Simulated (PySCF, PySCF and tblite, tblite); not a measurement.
**C4H6O: conformers and averaged spectra**

Aim: find the conformers of C4H6O (`O=CC1CC1`), weigh them, and average their properties.

Computed with tblite 0.8.0 (tight binding) and PySCF 2.14.0 (DFT, with response routines of our own); each step states its level. Atoms count from 0 throughout.

### 1 The molecule as given

11 atoms, charge 0, multiplicity 1; geometry from: MMFF94s geometry.

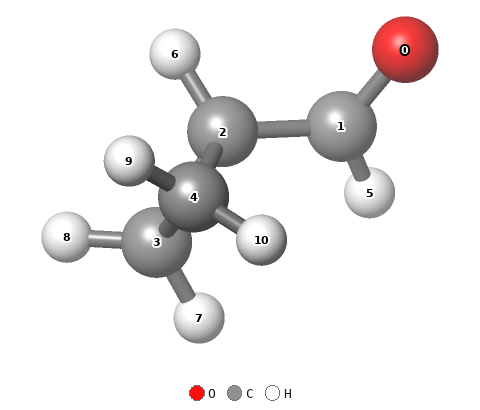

The starting geometry (oxygen red, carbon grey, hydrogen white), atoms numbered.

### 2 GFN2-xTB relaxation, conformer 1

The job: settings as JSON, then the geometry in Å.

```
{"job": {"xc": "GFN2-xTB", "basis": "xTB", "kind": "relax"}, "charge": 0, "multiplicity": 1}
O      2.542300    -0.280900    -0.284200
C      1.533100    -0.118500     0.401200
C      0.211300    -0.536900    -0.073700
C     -1.051600     0.055800     0.520300
C     -0.639300     0.443000    -0.852500
H      1.584200     0.313500     1.419000
H      0.159400    -1.566800    -0.400700
H     -0.955500     0.796800     1.316700
H     -1.906400    -0.606300     0.635900
H     -1.216100     0.058100    -1.690900
H     -0.256100     1.444800    -1.017100
```

The run is started by

```bash
$ OMP_NUM_THREADS=1 python ens_run.py task.json out
```

The driver reads the study from task.json and runs its stages one after another.

Standard output:

```text
step      E/eV     max force
  0    -425.34511    2.397
  1    -425.35551    2.940
  2    -425.40317    0.296
  3    -425.40612    0.202
  4    -425.41025    0.146
  5    -425.41165    0.156
  6    -425.41617    0.246
  7    -425.42047    0.280
  8    -425.42665    0.317
  9    -425.43325    0.386
 10    -425.44223    0.400
 11    -425.45373    0.410
 12    -425.46531    0.404
 13    -425.47547    0.375
 14    -425.48883    0.351
 15    -425.49635    0.968
 16    -425.51062    0.427
 17    -425.51683    0.382
 18    -425.52659    0.290
 19    -425.53455    0.261
 20    -425.54755    0.284
 21    -425.55495    0.313
 22    -425.55910    0.340
 23    -425.56306    0.220
 24    -425.56846    0.143
 25    -425.57089    0.130
 26    -425.57293    0.160
 27    -425.57479    0.137
 28    -425.57676    0.210
 29    -425.57843    0.105
 30    -425.57984    0.110
 31    -425.58097    0.073
 32    -425.58161    0.083
 33    -425.58228    0.071
 34    -425.58281    0.069
 35    -425.58316    0.060
 36    -425.58339    0.052
 37    -425.58358    0.046
 38    -425.58377    0.042
 39    -425.58394    0.044
 40    -425.58407    0.026
 41    -425.58407    0.026
 42    -425.58409    0.027
 43    -425.58415    0.023
 44    -425.58420    0.018
 45    -425.58425    0.018
 46    -425.58430    0.019
 47    -425.58435    0.019
 48    -425.58438    0.018
 49    -425.58440    0.015
 50    -425.58443    0.014
 51    -425.58445    0.014
 52    -425.58448    0.014
 53    -425.58450    0.016
 54    -425.58452    0.012
 55    -425.58453    0.010
 56    -425.58454    0.008
 57    -425.58455    0.006
 58    -425.58456    0.007
 59    -425.58456    0.007
 60    -425.58456    0.005
 61    -425.58456    0.004
 62    -425.58456    0.003
```

Wall time 0.23 s (1 thread of AMD EPYC 7B13, shared host).

The energy fell by 0.239 eV, and the atoms moved 0.38 Å (root mean square).

**GFN2-xTB relaxation, conformer 2**

The job: settings as JSON, then the geometry in Å.

```
{"job": {"xc": "GFN2-xTB", "basis": "xTB", "kind": "relax"}, "charge": 0, "multiplicity": 1}
O      1.712200     1.318000    -0.428500
C      1.517700     0.116000    -0.509100
C      0.237500    -0.522600    -0.131800
C     -0.600300     0.041900     0.990400
C     -1.075000     0.187800    -0.410600
H      2.311100    -0.574400    -0.842700
H      0.225100    -1.595200    -0.255700
H     -0.240000     0.928300     1.515300
H     -1.118300    -0.670000     1.638800
H     -1.923600    -0.407700    -0.735900
H     -1.041000     1.180600    -0.856200
```

Standard output:

```text
step      E/eV     max force
  0    -425.50716    1.569
  1    -425.51755    1.673
  2    -425.53775    0.256
  3    -425.54174    0.212
  4    -425.54557    0.154
  5    -425.54708    0.105
  6    -425.54958    0.155
  7    -425.55052    0.136
  8    -425.55117    0.085
  9    -425.55161    0.069
 10    -425.55203    0.071
 11    -425.55239    0.078
 12    -425.55281    0.073
 13    -425.55332    0.062
 14    -425.55382    0.060
 15    -425.55412    0.047
 16    -425.55427    0.037
 17    -425.55427    0.037
 18    -425.55432    0.033
 19    -425.55447    0.051
 20    -425.55450    0.038
 21    -425.55452    0.022
 22    -425.55456    0.009
 23    -425.55457    0.008
 24    -425.55458    0.008
 25    -425.55459    0.008
 26    -425.55460    0.007
 27    -425.55461    0.006
 28    -425.55461    0.005
 29    -425.55461    0.005
 30    -425.55462    0.004
```

Run time: 0.09 s. Hardware: 1 thread of AMD EPYC 7B13, shared host.

Relaxing gained 0.047 eV and moved the atoms by 0.04 Å on average (rms).

### 3 DFT optimisation, start 1: PBE0-D3(BJ)/def2-SVP

The job: settings as JSON, then the geometry in Å.

```
{"job": {"kind": "geom", "xc": "PBE0", "basis": "def2-SVP", "d3": "d3bj", "grid": 1, "maxiter": 40}, "charge": 0, "multiplicity": 1}
O      2.532914    -0.773799     0.302979
C      1.529716    -0.112447     0.333470
C      0.216768    -0.535620    -0.166502
C     -1.019908    -0.039371     0.549189
C     -0.685467     0.507287    -0.788742
H      1.532433     0.911450     0.762565
H      0.198350    -1.535478    -0.580782
H     -0.875104     0.590796     1.413762
H     -1.843399    -0.729751     0.642858
H     -1.271911     0.202571    -1.641273
H     -0.308967     1.517033    -0.853487
```

Standard output:

```text
step      E/eV     max force
  0     -6280.09321   0.5418
  1     -6280.11650   0.1083
  2     -6280.11674   0.0088
```

Run time: 8.2 s. Hardware: 1 thread of AMD EPYC 7B13, shared host; peak memory 0.39 GiB.

The energy fell by 0.024 eV, and the atoms moved 0.01 Å (root mean square).

### 4 DFT optimisation, start 2: PBE0-D3(BJ)/def2-SVP

The job: settings as JSON, then the geometry in Å.

```
{"job": {"kind": "geom", "xc": "PBE0", "basis": "def2-SVP", "d3": "d3bj", "grid": 1, "maxiter": 40}, "charge": 0, "multiplicity": 1}
O      1.666710     1.322175    -0.417959
C      1.478555     0.135846    -0.485865
C      0.223826    -0.545639    -0.137048
C     -0.603639     0.040453     0.990766
C     -1.073961     0.192299    -0.404385
H      2.279697    -0.548536    -0.832265
H      0.229070    -1.620219    -0.256107
H     -0.190867     0.908047     1.482743
H     -1.107164    -0.653021     1.646522
H     -1.913979    -0.392456    -0.746311
H     -0.982823     1.163721    -0.866054
```

Standard output:

```text
step      E/eV     max force
  0     -6280.11260   0.5588
  1     -6280.13834   0.1165
  2     -6280.13871   0.0185
```

Run time: 7.9 s. Hardware: 1 thread of AMD EPYC 7B13, shared host; peak memory 0.39 GiB.

Gain 0.026 eV; displacement 0.02 Å root mean square.

### 5 Shieldings, conformer 1: WP04/pcSseg-1 in chloroform

The job: settings as JSON, then the geometry in Å.

```
{"job": {"xc": "WP04", "basis": "pcSseg-1", "solvent": "chloroform", "kind": "nmr", "pop": true}, "charge": 0, "multiplicity": 1}
O      2.535004    -0.770083     0.299283
C      1.530220    -0.111214     0.333457
C      0.210541    -0.544386    -0.169313
C     -1.021068    -0.038506     0.548972
C     -0.685124     0.507203    -0.787572
H      1.530741     0.927315     0.769456
H      0.195562    -1.554585    -0.586739
H     -0.865956     0.599792     1.424298
H     -1.854222    -0.738728     0.643330
H     -1.276329     0.198402    -1.652681
H     -0.293946     1.527462    -0.848453
```

Standard output:

```text
coarse grid: 9152 points
cycle   1  E = -236.3540155106  dE =  6.928e-01  |g| = 1.043e+00  |ddm| = 2.923e+00
cycle   2  E = -235.6602530225  dE =  6.938e-01  |g| = 2.086e+00  |ddm| = 2.784e+00
cycle   3  E = -236.5352258852  dE = -8.750e-01  |g| = 2.989e-01  |ddm| = 2.336e+00
cycle   4  E = -236.5538615768  dE = -1.864e-02  |g| = 1.104e-01  |ddm| = 3.068e-01
cycle   5  E = -236.5567090578  dE = -2.847e-03  |g| = 2.554e-02  |ddm| = 9.270e-02
cycle   6  E = -236.5568571225  dE = -1.481e-04  |g| = 6.457e-03  |ddm| = 2.445e-02
cycle   7  E = -236.5568664140  dE = -9.291e-06  |g| = 1.109e-03  |ddm| = 6.187e-03
final grid: 88272 points
cycle   8  E = -236.6162968181  dE = -3.635e-05  |g| = 9.789e-03  |ddm| = 2.828e-02
cycle   9  E = -236.6162344126  dE =  6.241e-05  |g| = 2.031e-02  |ddm| = 2.041e-02
cycle  10  E = -236.6163166216  dE = -8.221e-05  |g| = 2.379e-03  |ddm| = 1.467e-02
cycle  11  E = -236.6163177645  dE = -1.143e-06  |g| = 2.357e-04  |ddm| = 1.665e-03
cycle  12  E = -236.6163177743  dE = -9.869e-09  |g| = 1.337e-04  |ddm| = 3.313e-04
cycle  13  E = -236.6163177786  dE = -4.232e-09  |g| = 1.842e-05  |ddm| = 1.099e-04
cycle  14  E = -236.6163177786  dE = -6.793e-11  |g| = 6.407e-06  |ddm| = 1.662e-05
converged SCF energy = -236.6163177786

GIAO shielding tensors (ppm)
atom      isotropic    diamagn.    paramagn.     s11        s22        s33       span
  0 O     -271.827     400.327    -672.155   -757.010   -396.583    338.110   1095.120
  1 C      -35.245     249.630    -284.875   -138.924    -34.194     67.383    206.307
  2 C      144.585     254.738    -110.153     85.848    133.634    214.272    128.424
  3 C      162.600     253.398     -90.798    134.945    164.231    188.625     53.681
  4 C      162.614     253.396     -90.782    134.894    164.413    188.536     53.642
  5 H       23.345      29.334      -5.989     20.347     21.275     28.413      8.066
  6 H       29.937      32.058      -2.121     24.649     28.075     37.087     12.438
  7 H       30.407      31.026      -0.618     25.365     27.334     38.523     13.158
  8 H       30.359      30.046       0.313     25.404     26.716     38.957     13.553
  9 H       30.359      30.055       0.303     25.409     26.708     38.960     13.551
 10 H       30.420      31.029      -0.609     25.386     27.345     38.528     13.141
```

Run time: 7.7 s. Hardware: 1 thread of AMD EPYC 7B13, shared host; peak memory 0.58 GiB.

In short: HOMO -8.60 eV, LUMO -2.85 eV; dipole 4.15 D.

### 6 Single-point energy, conformer 1: B3LYP/def2-TZVP in chloroform

Changed since step 5:

```diff
@@ -1,2 +1,2 @@
-{"job": {"xc": "WP04", "basis": "pcSseg-1", "solvent": "chloroform", "kind": "nmr", "pop": true}, "charge": 0, "multiplicity": 1}
+{"job": {"xc": "B3LYP", "basis": "def2-TZVP", "solvent": "chloroform", "kind": "sp"}, "charge": 0, "multiplicity": 1}
 O      2.535004    -0.770083     0.299283
```

Standard output:

```text
coarse grid: 9152 points
cycle   1  E = -231.2001561316  dE =  7.170e-01  |g| = 8.064e-01  |ddm| = 2.456e+00
cycle   2  E = -230.7938148609  dE =  4.063e-01  |g| = 1.658e+00  |ddm| = 5.303e+00
cycle   3  E = -231.3177652490  dE = -5.240e-01  |g| = 1.649e-01  |ddm| = 4.479e+00
cycle   4  E = -231.3231883994  dE = -5.423e-03  |g| = 7.374e-02  |ddm| = 1.599e-01
cycle   5  E = -231.3244642426  dE = -1.276e-03  |g| = 1.205e-02  |ddm| = 5.558e-02
cycle   6  E = -231.3244944258  dE = -3.018e-05  |g| = 3.959e-03  |ddm| = 1.454e-02
cycle   7  E = -231.3244978584  dE = -3.433e-06  |g| = 7.276e-04  |ddm| = 7.654e-03
final grid: 88272 points
cycle   8  E = -231.3195592901  dE = -4.537e-05  |g| = 6.076e-03  |ddm| = 7.915e-02
cycle   9  E = -231.3195438893  dE =  1.540e-05  |g| = 1.063e-02  |ddm| = 1.023e-02
cycle  10  E = -231.3195671559  dE = -2.327e-05  |g| = 1.760e-03  |ddm| = 9.328e-03
cycle  11  E = -231.3195677087  dE = -5.529e-07  |g| = 2.627e-04  |ddm| = 2.601e-03
cycle  12  E = -231.3195677219  dE = -1.315e-08  |g| = 1.020e-04  |ddm| = 3.078e-04
cycle  13  E = -231.3195677242  dE = -2.311e-09  |g| = 1.982e-05  |ddm| = 1.410e-04
cycle  14  E = -231.3195677243  dE = -8.703e-11  |g| = 4.335e-06  |ddm| = 1.766e-05
converged SCF energy = -231.3195677243
```

Wall time 6.1 s (1 thread of AMD EPYC 7B13, shared host); peak memory 0.83 GiB.

Key values: HOMO -7.22 eV, LUMO -0.84 eV; dipole 4.10 D.

### 7 Shieldings, conformer 2: WP04/pcSseg-1 in chloroform

The job: settings as JSON, then the geometry in Å.

```
{"job": {"xc": "WP04", "basis": "pcSseg-1", "solvent": "chloroform", "kind": "nmr", "pop": false}, "charge": 0, "multiplicity": 1}
O      1.638855     1.326995    -0.406357
C      1.478716     0.134662    -0.485710
C      0.215587    -0.555560    -0.135608
C     -0.604575     0.041336     0.990633
C     -1.074918     0.192826    -0.403511
H      2.306740    -0.531088    -0.840244
H      0.214304    -1.642237    -0.253835
H     -0.165288     0.918760     1.473050
H     -1.118913    -0.658488     1.653641
H     -1.927975    -0.398109    -0.745581
H     -0.957108     1.173573    -0.872442
```

Standard output:

```text
coarse grid: 9152 points
cycle   1  E = -236.3490050773  dE =  6.932e-01  |g| = 1.050e+00  |ddm| = 2.916e+00
cycle   2  E = -235.6042891655  dE =  7.447e-01  |g| = 2.136e+00  |ddm| = 2.741e+00
cycle   3  E = -236.5347662467  dE = -9.305e-01  |g| = 2.897e-01  |ddm| = 2.302e+00
cycle   4  E = -236.5515796009  dE = -1.681e-02  |g| = 1.203e-01  |ddm| = 2.955e-01
cycle   5  E = -236.5549816855  dE = -3.402e-03  |g| = 2.412e-02  |ddm| = 1.018e-01
cycle   6  E = -236.5551089513  dE = -1.273e-04  |g| = 7.538e-03  |ddm| = 2.414e-02
cycle   7  E = -236.5551220347  dE = -1.308e-05  |g| = 1.293e-03  |ddm| = 7.295e-03
cycle   8  E = -236.5551223167  dE = -2.820e-07  |g| = 5.107e-04  |ddm| = 1.093e-03
final grid: 88272 points
cycle   9  E = -236.6151396217  dE = -3.802e-05  |g| = 9.261e-03  |ddm| = 2.620e-02
cycle  10  E = -236.6150899303  dE =  4.969e-05  |g| = 1.833e-02  |ddm| = 1.836e-02
cycle  11  E = -236.6151573888  dE = -6.746e-05  |g| = 2.577e-03  |ddm| = 1.293e-02
cycle  12  E = -236.6151587130  dE = -1.324e-06  |g| = 2.463e-04  |ddm| = 1.774e-03
cycle  13  E = -236.6151587237  dE = -1.076e-08  |g| = 1.427e-04  |ddm| = 3.369e-04
cycle  14  E = -236.6151587287  dE = -5.001e-09  |g| = 1.660e-05  |ddm| = 1.201e-04
cycle  15  E = -236.6151587288  dE = -4.832e-11  |g| = 4.831e-06  |ddm| = 1.434e-05
converged SCF energy = -236.6151587288

GIAO shielding tensors (ppm)
atom      isotropic    diamagn.    paramagn.     s11        s22        s33       span
  0 O     -261.101     404.496    -665.598   -789.348   -382.607    388.651   1177.999
  1 C      -38.536     247.501    -286.037   -137.933    -64.837     87.162    225.094
  2 C      147.014     257.345    -110.331    101.478    138.750    200.813     99.336
  3 C      154.107     252.953     -98.846    126.921    156.150    179.249     52.328
  4 C      154.034     252.949     -98.915    126.819    156.139    179.144     52.325
  5 H       21.760      27.495      -5.734     19.232     20.267     25.782      6.551
  6 H       29.604      32.554      -2.950     25.020     27.335     36.456     11.436
  7 H       30.297      31.348      -1.051     25.435     28.041     37.415     11.981
  8 H       30.360      30.195       0.165     25.384     26.743     38.953     13.569
  9 H       30.358      30.191       0.167     25.385     26.740     38.949     13.564
 10 H       30.301      31.339      -1.038     25.444     28.045     37.412     11.968
```

It took 6.4 s on 1 thread of AMD EPYC 7B13, shared host; peak memory 0.6 GiB.

This run: HOMO -8.64 eV, LUMO -3.00 eV; dipole 3.52 D.

### 8 Single-point energy, conformer 2: B3LYP/def2-TZVP in chloroform

Changed since step 7:

```diff
@@ -1,2 +1,2 @@
-{"job": {"xc": "WP04", "basis": "pcSseg-1", "solvent": "chloroform", "kind": "nmr", "pop": false}, "charge": 0, "multiplicity": 1}
+{"job": {"xc": "B3LYP", "basis": "def2-TZVP", "solvent": "chloroform", "kind": "sp"}, "charge": 0, "multiplicity": 1}
 O      1.638855     1.326995    -0.406357
```

Standard output:

```text
coarse grid: 9152 points
cycle   1  E = -231.1967677388  dE =  7.166e-01  |g| = 8.116e-01  |ddm| = 2.445e+00
cycle   2  E = -230.7676566003  dE =  4.291e-01  |g| = 1.689e+00  |ddm| = 3.942e+00
cycle   3  E = -231.3168052885  dE = -5.491e-01  |g| = 1.583e-01  |ddm| = 3.361e+00
cycle   4  E = -231.3215189890  dE = -4.714e-03  |g| = 7.887e-02  |ddm| = 1.497e-01
cycle   5  E = -231.3229777754  dE = -1.459e-03  |g| = 1.161e-02  |ddm| = 5.420e-02
cycle   6  E = -231.3230054145  dE = -2.764e-05  |g| = 4.029e-03  |ddm| = 1.043e-02
cycle   7  E = -231.3230090154  dE = -3.601e-06  |g| = 8.299e-04  |ddm| = 6.566e-03
final grid: 88272 points
cycle   8  E = -231.3180692796  dE = -4.358e-05  |g| = 6.254e-03  |ddm| = 5.129e-02
cycle   9  E = -231.3180531135  dE =  1.617e-05  |g| = 1.094e-02  |ddm| = 1.013e-02
cycle  10  E = -231.3180776344  dE = -2.452e-05  |g| = 1.776e-03  |ddm| = 7.654e-03
cycle  11  E = -231.3180781988  dE = -5.645e-07  |g| = 2.754e-04  |ddm| = 2.021e-03
cycle  12  E = -231.3180782135  dE = -1.471e-08  |g| = 1.054e-04  |ddm| = 3.184e-04
cycle  13  E = -231.3180782160  dE = -2.504e-09  |g| = 2.123e-05  |ddm| = 1.107e-04
cycle  14  E = -231.3180782161  dE = -9.999e-11  |g| = 4.323e-06  |ddm| = 2.596e-05
converged SCF energy = -231.3180782161
```

It took 6.6 s on 1 thread of AMD EPYC 7B13, shared host; peak memory 0.82 GiB.

This run: HOMO -7.25 eV, LUMO -1.02 eV; dipole 3.47 D.

### 9 Couplings, conformer 1: B3LYP/pcJ-1

The job: settings as JSON, then the geometry in Å.

```
{"job": {"xc": "B3LYP", "basis": "pcJ-1", "kind": "j"}, "charge": 0, "multiplicity": 1}
O      2.535004    -0.770083     0.299283
C      1.530220    -0.111214     0.333457
C      0.210541    -0.544386    -0.169313
C     -1.021068    -0.038506     0.548972
C     -0.685124     0.507203    -0.787572
H      1.530741     0.927315     0.769456
H      0.195562    -1.554585    -0.586739
H     -0.865956     0.599792     1.424298
H     -1.854222    -0.738728     0.643330
H     -1.276329     0.198402    -1.652681
H     -0.293946     1.527462    -0.848453
```

Standard output:

```text
coarse grid: 9152 points
cycle   1  E = -231.0514554279  dE =  7.115e-01  |g| = 8.140e-01  |ddm| = 2.640e+00
cycle   2  E = -230.5261097979  dE =  5.253e-01  |g| = 1.820e+00  |ddm| = 2.672e+00
cycle   3  E = -231.1738954489  dE = -6.478e-01  |g| = 1.750e-01  |ddm| = 2.183e+00
cycle   4  E = -231.1796441998  dE = -5.749e-03  |g| = 9.276e-02  |ddm| = 2.144e-01
cycle   5  E = -231.1816331423  dE = -1.989e-03  |g| = 1.411e-02  |ddm| = 7.669e-02
cycle   6  E = -231.1816722623  dE = -3.912e-05  |g| = 4.925e-03  |ddm| = 1.331e-02
cycle   7  E = -231.1816776959  dE = -5.434e-06  |g| = 9.414e-04  |ddm| = 6.030e-03
final grid: 88272 points
cycle   8  E = -231.2322857376  dE = -1.083e-04  |g| = 6.699e-03  |ddm| = 1.745e-02
cycle   9  E = -231.2322643135  dE =  2.142e-05  |g| = 1.225e-02  |ddm| = 1.284e-02
cycle  10  E = -231.2322940480  dE = -2.973e-05  |g| = 1.987e-03  |ddm| = 9.763e-03
cycle  11  E = -231.2322947268  dE = -6.789e-07  |g| = 5.731e-04  |ddm| = 1.897e-03
cycle  12  E = -231.2322947941  dE = -6.722e-08  |g| = 1.141e-04  |ddm| = 4.497e-04
cycle  13  E = -231.2322947971  dE = -2.985e-09  |g| = 1.654e-05  |ddm| = 1.124e-04
cycle  14  E = -231.2322947971  dE = -5.292e-11  |g| = 5.741e-06  |ddm| = 1.717e-05
converged SCF energy = -231.2322947971

Indirect spin-spin couplings (Hz)
  i      j    bonds     total        FC       PSO       DSO        SD
  0 O    1 C    1     32.319    12.843    19.522    -0.046         -
  0 O    2 C    2     -1.051    -3.357     2.270     0.037         -
  0 O    3 C    3     -0.304    -0.641     0.284     0.052         -
  0 O    4 C    3     -0.332    -0.649     0.266     0.052         -
  0 O    5 H    2     -4.189    -7.401     2.817     0.395         -
  0 O    6 H    3     -0.729    -1.414     0.626     0.059         -
  0 O    7 H    4      0.418     0.096     0.159     0.163         -
  0 O   10 H    4      0.401     0.093     0.147     0.161         -
  1 C    2 C    1     57.566    60.276    -2.990     0.280         -
  1 C    3 C    2     -0.509    -0.230    -0.292     0.013         -
  1 C    4 C    2     -0.570    -0.294    -0.290     0.014         -
  1 C    5 H    1    171.317   171.259    -1.010     1.067         -
  1 C    6 H    2     -0.808    -0.280    -0.389    -0.139         -
  1 C    7 H    3      7.151     7.264    -0.299     0.186         -
  1 C    8 H    3      3.946     3.989     0.304    -0.347         -
  1 C    9 H    3      3.879     3.920     0.304    -0.346         -
  1 C   10 H    3      7.145     7.248    -0.293     0.190         -
  2 C    3 C    1     12.318    12.956    -0.837     0.199         -
  2 C    4 C    1     12.051    12.679    -0.827     0.199         -
  2 C    5 H    2     29.939    30.299    -0.232    -0.128         -
  2 C    6 H    1    175.894   174.444     0.414     1.036         -
  2 C    7 H    2     -1.768    -1.943     0.439    -0.264         -
  2 C    8 H    2     -1.696    -1.797     0.355    -0.254         -
  2 C    9 H    2     -1.711    -1.813     0.356    -0.253         -
  2 C   10 H    2     -1.741    -1.917     0.439    -0.264         -
  3 C    4 C    1     18.385    19.894    -1.676     0.167         -
  3 C    5 H    3      1.165     1.053     0.064     0.048         -
  3 C    6 H    2     -0.433    -0.517     0.409    -0.325         -
  3 C    7 H    1    170.087   168.627     0.663     0.797         -
  3 C    8 H    1    175.182   173.762     0.652     0.768         -
  3 C    9 H    2     -1.526    -1.488     0.357    -0.395         -
  3 C   10 H    2     -1.768    -1.752     0.350    -0.366         -
  4 C    5 H    3      1.143     1.030     0.068     0.045         -
  4 C    6 H    2     -0.530    -0.615     0.408    -0.324         -
  4 C    7 H    2     -1.776    -1.761     0.351    -0.366         -
  4 C    8 H    2     -1.534    -1.496     0.356    -0.394         -
  4 C    9 H    1    175.312   173.895     0.649     0.768         -
  4 C   10 H    1    170.139   168.681     0.661     0.797         -
  5 H    6 H    3      7.285     7.455     2.674    -2.844         -
  5 H    8 H    4     -0.265    -0.234     1.592    -1.622         -
  5 H    9 H    4     -0.268    -0.237     1.599    -1.630         -
  6 H    7 H    3      5.203     5.243     2.649    -2.689         -
  6 H    8 H    3      9.243     9.306     0.197    -0.259         -
  6 H    9 H    3      9.336     9.398     0.193    -0.255         -
  6 H   10 H    3      5.180     5.221     2.646    -2.687         -
  7 H    8 H    2     -5.732    -5.858     3.091    -2.964         -
  7 H    9 H    3      7.643     7.716     2.767    -2.840         -
  7 H   10 H    3     11.107    11.198     0.279    -0.370         -
  8 H    9 H    3      9.672     9.778     0.438    -0.543         -
  8 H   10 H    3      7.635     7.709     2.766    -2.840         -
  9 H   10 H    2     -5.711    -5.837     3.090    -2.964         -
```

Run time: 12 s. Hardware: 1 thread of AMD EPYC 7B13, shared host; peak memory 0.84 GiB.

In short: HOMO -7.11 eV, LUMO -0.79 eV; dipole 3.31 D.

[end of part 1 of 2]
